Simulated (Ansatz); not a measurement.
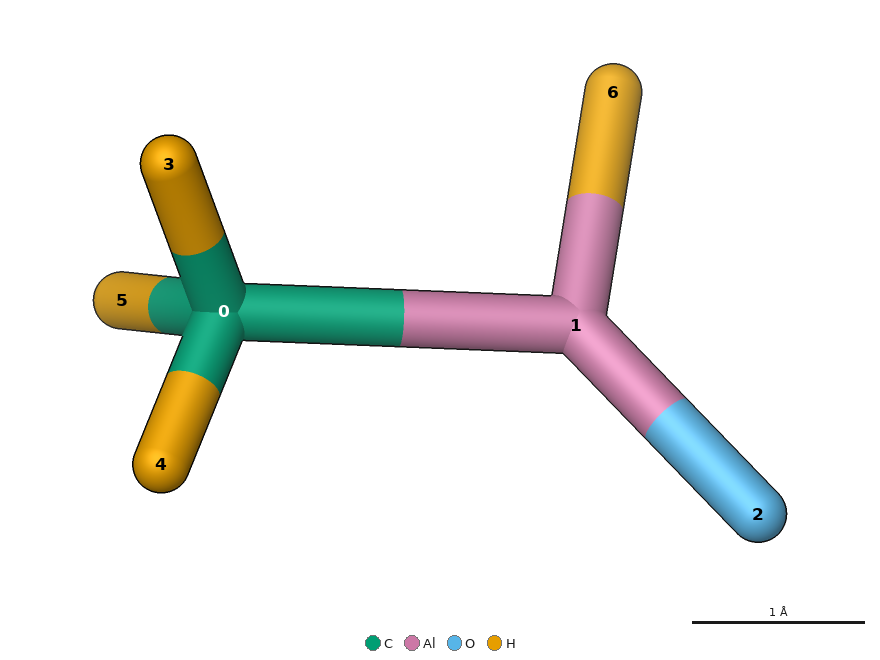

The picture shows the input geometry. Atoms are numbered from 0, in the order of the input.

Ansatz 0.2.0 input:

```yaml
crystal:
  periodic: [false, false, false]
  atoms:
    - {symbol: C, position_ang: [-0.656410, 0.570970, -0.204380]}
    - {symbol: Al, position_ang: [0.809660, -0.786800, 0.357670]}
    - {symbol: O, position_ang: [0.871820, -1.761750, 1.613870]}
    - {symbol: H, position_ang: [-0.310860, 1.613790, -0.209640]}
    - {symbol: H, position_ang: [-1.514010, 0.543380, 0.481070]}
    - {symbol: H, position_ang: [-1.066630, 0.395450, -1.208000]}
    - {symbol: H, position_ang: [1.866440, -0.575040, -0.830590]}
basis:
  gaussian: {orbitals: 6-31G}
total_charge: -1
hamiltonian: {xc: hf}
md: {n_steps: 80, timestep: 0.5, temperature: 700, ensemble: nve, seed: 696, initial_velocities: maxwell_boltzmann}
```

Command:

```sh
ansatz run in.yaml --threads 2 --pin off --events-out ev --progress --plain --max-ram 3481MiB
```

Output (its end):

```
mean field -9711.59898546 eV, -356.8946799574 hartree, gradient 8.7e-5 eV, S^2 0.000000; 1 other end points of the search recorded, 0 dependent functions left out
the calculation of the forces begins
reference -9711.59898546 eV, -356.8946799574 hartree; 16, 16 occupied and 23, 23 virtual orbitals, 515 factors
md step    80: t =    40.00 fs  T =   723.1 K  F+E_penalty+E_count = -9711.59898546 eV  E_kin = 0.467325 eV  conserved = -9711.13166019 eV  (30 SCF iters)
Total energy: -9711.59898546 eV, -356.8946799574 hartree
Atom 0 at    -0.694458     0.591127    -0.237491 Å, force     2.308469    -0.826425     0.119471 eV/Å
Atom 1 at     0.800425    -0.770427     0.340581 Å, force    -0.701009    -0.000312    -0.241770 eV/Å
Atom 2 at     0.893950    -1.800111     1.664207 Å, force    -0.094261     0.404375    -0.319499 eV/Å
Atom 3 at    -0.143234     1.518885    -0.110372 Å, force    -0.219577     0.422838    -0.090954 eV/Å
Atom 4 at    -1.430864     0.508001     0.511184 Å, force    -1.403717     0.171954     0.375892 eV/Å
Atom 5 at    -1.014766     0.509134    -1.272663 Å, force    -0.279164    -0.116973     0.281070 eV/Å
Atom 6 at     1.913132    -0.628033    -0.842297 Å, force     0.389260    -0.055458    -0.124210 eV/Å
Dipole moment:    -0.435309     0.756049    -0.581924 e Å
```

The run converged.
